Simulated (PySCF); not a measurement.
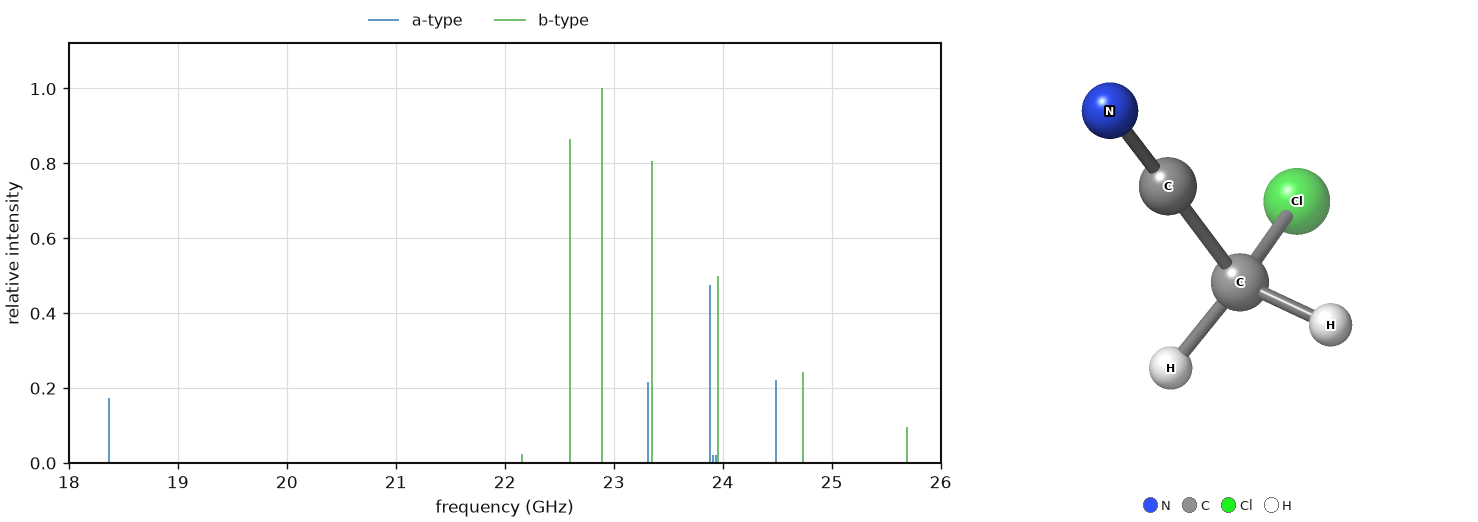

C₂H₂ClN (chloroacetonitrile), SMILES N#CCCl. Simulated rotational absorption lines between 18 and 26 GHz at 1.5 K: rigid rotor with the equilibrium constants and dipole of one optimised conformer (PBE0-D3(BJ)/def2-SVP, PySCF), commonest isotopes; no centrifugal distortion, hyperfine structure, internal rotation or nuclear-spin weights; lines within 1 MHz of each other are summed. Lines of different type are drawn apart.

> What are the rotational constants, and what kind of rotor is it?

Rotational constants A, B, C = 25.44, 3.136, 2.842 GHz; Ray's κ = −0.97, a near-prolate asymmetric top.

> Assign the strongest lines, as J(Ka,Kc).

```
  GHz   upper   lower  type  relative intensity
22.90  2(1,1)  2(0,2)     b                1.00
22.60  1(1,0)  1(0,1)     b                0.87
23.35  3(1,2)  3(0,3)     b                0.81
23.96  4(1,3)  4(0,4)     b                0.50
23.88  4(0,4)  3(0,3)     a                0.47
24.74  5(1,4)  5(0,5)     b                0.24
24.49  4(1,3)  3(1,2)     a                0.22
23.32  4(1,4)  3(1,3)     a                0.21
```

Caveats: coarse grid, loose stop and no frequency check, small forces are noise and the end may be a saddle.
